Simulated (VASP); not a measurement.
Band structure of HgTe (space group F-43m). Calculation: r2SCAN+rVV10, VASP's PBE PAW potentials (set 64) (plane waves; VASP).

Unless said otherwise, spin-orbit coupling is left out, though it shifts the bands of the heavy elements here.

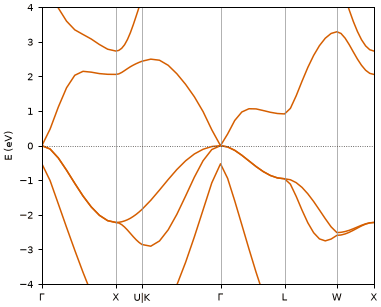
*Bands along high-symmetry lines, zero at the valence-band maximum or, without a gap, the Fermi level*

Q: Read the plot: is there a gap, and where are the band edges?

A: It has no gap at this level: it comes out as a metal or semimetal.

The structure comes from a measured HgTe entry (F-43m) of the Crystallography Open Database, whose conditions weren't checked. It was relaxed first.
